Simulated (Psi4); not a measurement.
# C2H3ClSi (SMILES ClC1=C[SiH2]1) at B2PLYP/def2-SVP (density fitting for correlation)

Aim: the vertical singlet–triplet gap of C2H3ClSi at B2PLYP/def2-SVP (density fitting for correlation), from 2 runs. 

The calculation is run with Psi4 1.11.

1 further run of the same task is left out (set aside as unsound or not needed).

### 1 The system as given

C2H3ClSi has 7 atoms, charge 0, and is taken as a singlet. As SMILES, `ClC1=C[SiH2]1`. Geometry: relaxed at PBE0-D4/def2-TZVP.

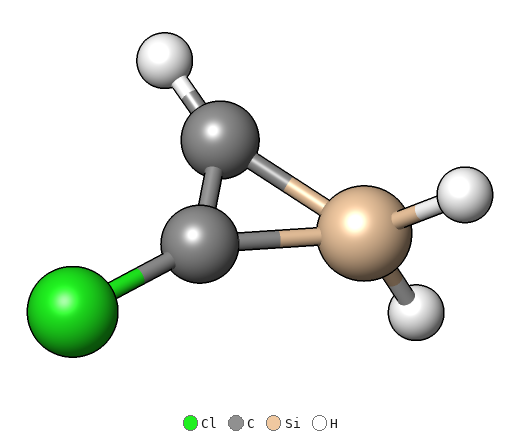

The structure, seen from a chosen angle (chlorine green, carbon grey, silicon light orange, hydrogen white).

### 2 A single-point energy at B2PLYP/def2-SVP (density fitting for correlation)

calc.py

```python
import psi4

psi4.set_memory('2200 MB')
psi4.set_num_threads(1)
psi4.set_output_file('c2h3clsi.out', False)

m = psi4.geometry("""
0 1
Cl    -1.169200    -2.293300     0.411500
C     -0.358000    -0.819900     0.163200
C      0.836800    -0.330000     0.466700
Si    -0.185900     0.871600    -0.438900
H      1.727500    -0.673800     0.975600
H     -0.837800     2.011300     0.248800
H      0.047800     1.166200    -1.872600
units angstrom
symmetry c1
""")

options = {'basis': 'def2-SVP', 'reference': 'rks', 'puream': True, 'e_convergence': 1e-09, 'd_convergence': 1e-08, 'scf_type': 'pk', 'dft_radial_points': 99, 'dft_spherical_points': 590, 'num_frozen_docc': 12}
psi4.set_options(options)

result = psi4.energy('b2plyp', molecule=m)
print(f'total energy {result:.8f} hartree = {result * 27.211386:.5f} eV')
```

Command:

```
$ python calc.py
```

c2h3clsi.out:

```text
[...]
  Running in c1 symmetry.
[...]
  Nuclear repulsion =  179.922318629891919
[...]
  Multiplicity = 1
[...]
  Nalpha       = 23
  Nbeta        = 23
[...]
    Number of basis functions: 79
[...]
   @RKS iter   1:  -826.67039508340224   -4.93163e-02   6.19412e-03 ADIIS/DIIS
[...]
   @RKS iter  12:  -826.80723982995380   -1.81899e-12   2.84240e-09 DIIS
[...]
    Orbital Energies [Eh]
    ---------------------
    Doubly Occupied:
       1A   -102.888446     2A    -67.242047     3A    -10.680773
       4A    -10.640134     5A     -9.922072     6A     -7.568704
       7A     -7.561559     8A     -7.560865     9A     -5.653655
      10A     -3.911687    11A     -3.911353    12A     -3.909822
      13A     -0.994521    14A     -0.896208    15A     -0.629138
      16A     -0.592343    17A     -0.538044    18A     -0.454931
      19A     -0.449494    20A     -0.408792    21A     -0.360370
      22A     -0.321498    23A     -0.317652
[...]
  @RKS Final Energy:  -826.80723982995380
   => Energetics <=
    Nuclear Repulsion Energy =            179.9223186298919188
    One-Electron Energy =               -1497.7878469934873920
    Two-Electron Energy =                 520.2190579220324480
    DFT Exchange-Correlation Energy =     -29.1607693883906798
    Empirical Dispersion Energy =           0.0000000000000000
    VV10 Nonlocal Energy =                  0.0000000000000000
    Total Energy =                       -826.8072398299538008
[...]
 Multipole Moments:
 ------------------------------------------------------------------------------------
     Multipole            Electronic (a.u.)      Nuclear  (a.u.)        Total (a.u.)
 ------------------------------------------------------------------------------------
 L = 1.  Multiply by 2.5417464519 to convert [e a0] to [Debye]
 Dipole X            :         -2.5140325            2.7853499            0.2713174
 Dipole Y            :         -5.4646273            5.8962282            0.4316009
 Dipole Z            :          1.1275658           -1.1862244           -0.0586586
 Magnitude           :                                                    0.5131601
[...]
```

The script printed:

```text
total energy -826.97068042 hartree = -22503.01840 eV
```

It took 13 s on 1 thread of Intel Xeon Platinum 8259CL at 2.50GHz (Skylake/Cascade Lake), shared host; peak memory 1 GiB.

### 3 The triplet, same level

run_ase.py

```python
import numpy as np
from ase.calculators.psi4 import Psi4
from ase import Atoms

atoms = Atoms(['Cl', 'C', 'C', 'Si', 'H', 'H', 'H'], positions=[
    [-1.169200, -2.293300, 0.411500],
    [-0.358000, -0.819900, 0.163200],
    [0.836800, -0.330000, 0.466700],
    [-0.185900, 0.871600, -0.438900],
    [1.727500, -0.673800, 0.975600],
    [-0.837800, 2.011300, 0.248800],
    [0.047800, 1.166200, -1.872600],
])
calc = Psi4(atoms=atoms, method='b2plyp', basis='def2-SVP', memory='2200MB', num_threads=1, charge=0, multiplicity=3, label='psi4-calc', reference='uks')
calc.psi4.set_options({'puream': True, 'e_convergence': 1e-09, 'd_convergence': 1e-08, 'scf_type': 'pk', 'dft_radial_points': 99, 'dft_spherical_points': 590, 'num_frozen_docc': 12, 'maxiter': 100})
atoms.calc = calc

print(f'energy: {atoms.get_potential_energy():.6f} eV')
```

Command:

```
$ python run_ase.py
```

psi4-calc.dat:

```text
[...]
  Running in c1 symmetry.
[...]
  Nuclear repulsion =  179.922318629891919
[...]
  Multiplicity = 3
[...]
  Nalpha       = 24
  Nbeta        = 22
[...]
    Number of basis functions: 79
[...]
   @UKS iter   1:  -826.29198938610068    3.29089e-01   9.10031e-03 ADIIS/DIIS
[...]
   @UKS iter  22:  -826.61035383463457   -4.32010e-12   3.09261e-09 DIIS
[...]
   @S^2 Observed:                2.014994227E+00
[...]
    Orbital Energies [Eh]
    ---------------------
    Alpha Occupied:
       1A   -102.898653     2A    -67.287528     3A    -10.656880
       4A    -10.608364     5A     -9.930044     6A     -7.577931
       7A     -7.570264     8A     -7.568753     9A     -5.696807
      10A     -3.959649    11A     -3.952757    12A     -3.950827
      13A     -0.998936    14A     -0.903788    15A     -0.641579
      16A     -0.606297    17A     -0.542974    18A     -0.477861
      19A     -0.460443    20A     -0.421923    21A     -0.369310
      22A     -0.354945    23A     -0.341235    24A     -0.132004
    Alpha Virtual:
      25A      0.015784    26A      0.090496    27A      0.113501
[...]
  @UKS Final Energy:  -826.61035383463457
   => Energetics <=
    Nuclear Repulsion Energy =            179.9223186298919188
    One-Electron Energy =               -1497.2766605982242254
    Two-Electron Energy =                 519.9054528459939775
    DFT Exchange-Correlation Energy =     -29.1614647122962047
    Empirical Dispersion Energy =           0.0000000000000000
    VV10 Nonlocal Energy =                  0.0000000000000000
    Total Energy =                       -826.6103538346345658
[...]
 Multipole Moments:
 ------------------------------------------------------------------------------------
     Multipole            Electronic (a.u.)      Nuclear  (a.u.)        Total (a.u.)
 ------------------------------------------------------------------------------------
 L = 1.  Multiply by 2.5417464519 to convert [e a0] to [Debye]
 Dipole X            :         -2.8640963            2.7853499           -0.0787464
 Dipole Y            :         -5.1382453            5.8962282            0.7579829
 Dipole Z            :          0.8514363           -1.1862244           -0.3347881
 Magnitude           :                                                    0.8323594
[...]
```

Standard output:

```text
energy: -22497.506243 eV
```

Wall time 35 s (1 thread of Intel Xeon Platinum 8259CL at 2.50GHz (Skylake/Cascade Lake), shared host); peak memory 1 GiB.

### 4 Outcome

Level: B2PLYP/def2-SVP (density fitting for correlation), 12 core orbitals frozen.

| quantity | value |
| --- | --- |
| singlet: total energy | -826.97068 Eh |
| singlet: HOMO energy (SCF part's orbitals) | -8.64 eV |
| singlet: LUMO energy (SCF part's orbitals) | 1.22 eV |
| singlet: HOMO–LUMO gap (SCF part's orbitals) | 9.87 eV |
| triplet: total energy | -826.76811 Eh |
| triplet: HOMO energy (SCF part's orbitals) (highest over α and β) | -3.59 eV |
| triplet: ⟨S²⟩ | 2.015 |
| vertical energy of the triplet above the singlet | 5.512 eV |

What this shows: At this shape the triplet lies 5.51 eV (127 kcal/mol) above the singlet.
